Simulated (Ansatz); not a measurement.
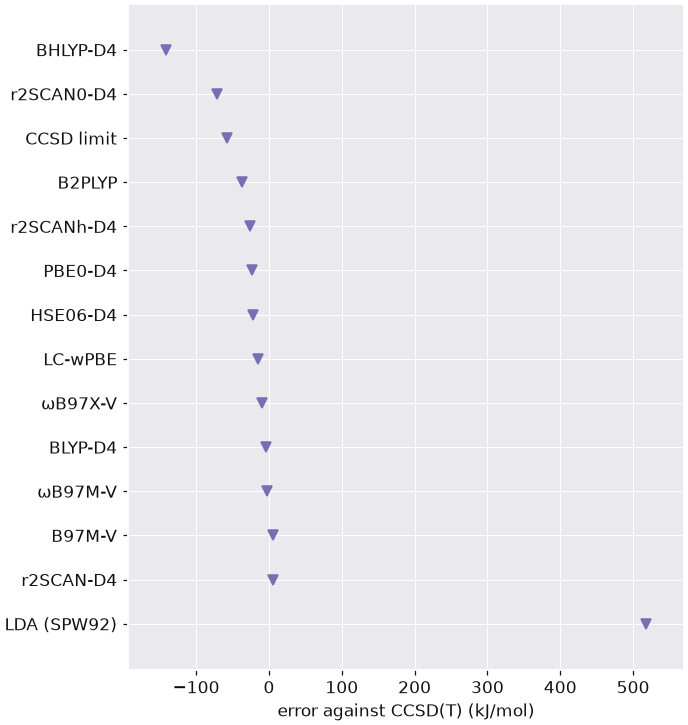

Error in the electronic atomisation energy (method less reference, so positive means overbinding) of C₂H₄AlFO, SMILES C=C[O][AlH][F], singlet: functionals in def2-TZVPP against frozen-core CCSD(T) at the limit (MP2 extrapolated from triple and quadruple zeta, plus CCSD(T) less MP2 in a smaller set), which gives 3654.4 kJ/mol, at a PBE0-D4/def2-TZVP geometry (a minimum by its frequencies), no zero-point or spin-orbit term, the Ansatz code. The reference leaves out core correlation, a term that grows with the number of heavy atoms. B2PLYP holds a correlation term that converges slowly with the basis, so part of the distance to the limit is basis error. No dispersion term is added to B2PLYP and LC-wPBE. Limit means the basis limit.

Q: Which of these levels overbind, and which underbind?

A: Overbind: LDA (SPW92). Underbind: BHLYP-D4, r2SCAN0-D4, CCSD limit, B2PLYP and r2SCANh-D4. Within 25 kJ/mol of zero, too close to call in view of what the reference leaves out: PBE0-D4, HSE06-D4, LC-wPBE, ωB97X-V, BLYP-D4, ωB97M-V, B97M-V and r2SCAN-D4.

Q: What range do the values span?

A: From −140.9 kJ/mol (BHLYP-D4) to 517.6 kJ/mol (LDA (SPW92)).

Caveats, for all or some of the runs: one conformer of a flexible molecule.
